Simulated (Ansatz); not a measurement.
## Electronic structure of GeH2O (SMILES [OH][GeH]) in real space

```yaml
atoms:
  - { symbol: Ge, position_ang: [0.2558, 0.4610, -1.3245] }
  - { symbol: O, position_ang: [-0.6084, -0.2452, 0.1043] }
  - { symbol: H, position_ang: [-0.0801, 1.9699, -0.8668] }
  - { symbol: H, position_ang: [-0.5485, -1.2139, 0.0623] }
```

Geometry: B3LYP/6-31G*.

The calculation used Ansatz, isolated molecule in a Gaussian basis; Kohn-Sham density functional theory, functional PBE0.

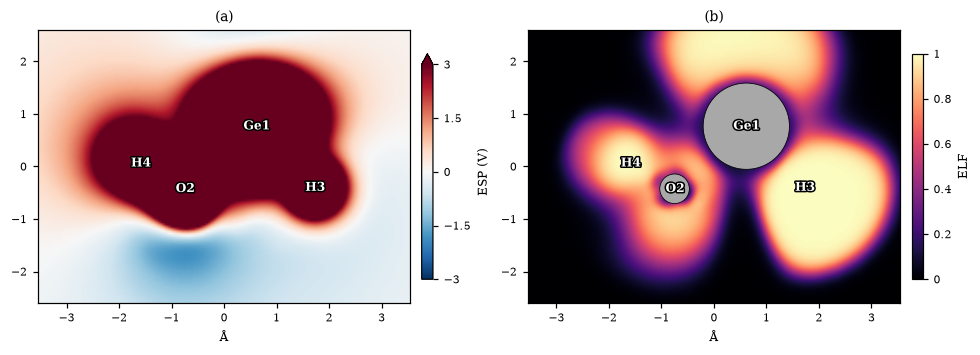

Figure 1. (a) molecular electrostatic potential; (b) ELF on the molecular plane. Grey discs cover the atomic cores in the ELF map.

Interpret the plot.

- Atoms in the plane: Ge, O and H.
- Ge–O (1.81 Å): the ELF peaks at about 0.85 in the valence shell of O, 0.6 Å from its nucleus, and is about 0.30 at the midpoint.
- O–H (0.97 Å): the ELF climbs to about 1 towards the hydrogen, as it does in any bond to H (a covalent bond by its length).
- Ge–H (1.61 Å): the ELF climbs to about 1 towards the hydrogen.
- The ELF also peaks beside O2, away from the bonds: lone-pair regions.
- Outside the dense part of the molecule the potential is most negative (−1.8 V) near O2.

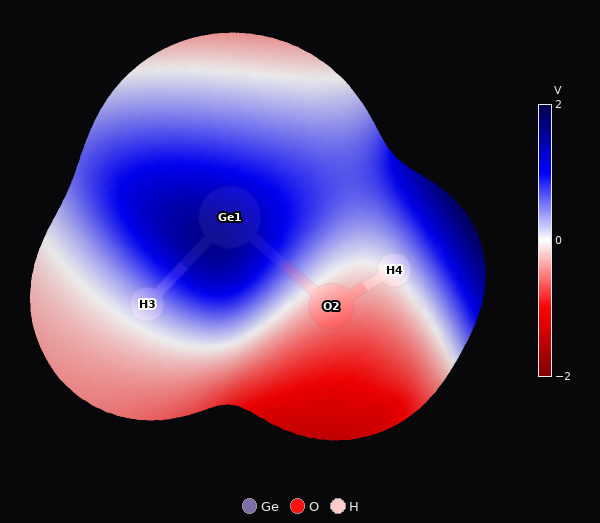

Figure 2. The electrostatic potential painted on the density surface at 0.001 e/bohr³, seen across its widest extent; red is negative and blue positive.

Describe the electrostatic potential map.

The most negative region (about −1.3 V) lies over O2, the most positive (about +1.8 V) over H4. O2 is the likeliest acceptor of a hydrogen bond.

What dipole moment does the calculation give?

Its dipole moment is 1.43 D.

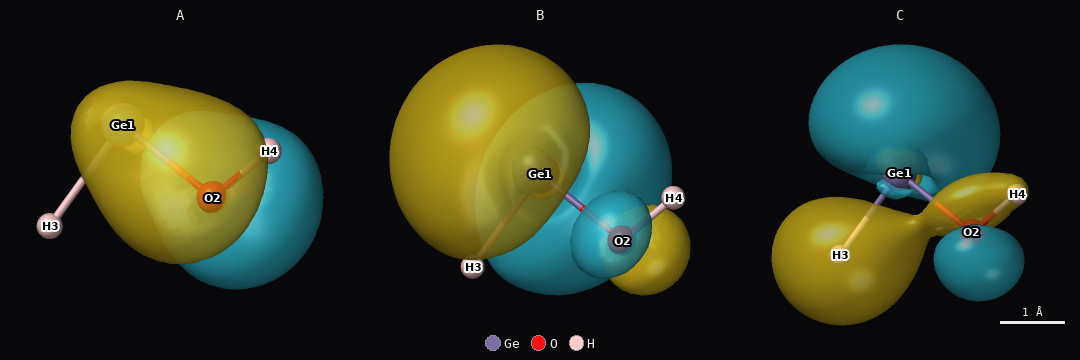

Figure 3. Three frontier orbitals at ±0.1 Å⁻³ᐟ² (yellow and cyan are the two phases), in no order.

Order the three orbitals by energy and name them.

A is the HOMO−1 (−9.58 eV). Its weight (Hirshfeld) is mainly on O2 (about 80 %) and Ge1 (about 15 %); it changes sign across the molecular plane (π type). C is the HOMO (−6.84 eV). By Hirshfeld shares it lies mainly on Ge1 (about 65 %), H3 (about 20 %) and O2 (about 10 %); it is symmetric in the molecular plane (an in-plane orbital: σ, lone-pair or in-plane π type). B is the LUMO (−2.37 eV). By Hirshfeld shares it lies mainly on Ge1 (about 85 %) and O2 (about 10 %); it changes sign across the molecular plane (π type).

What is the HOMO–LUMO gap?

4.47 eV between the orbital energies.
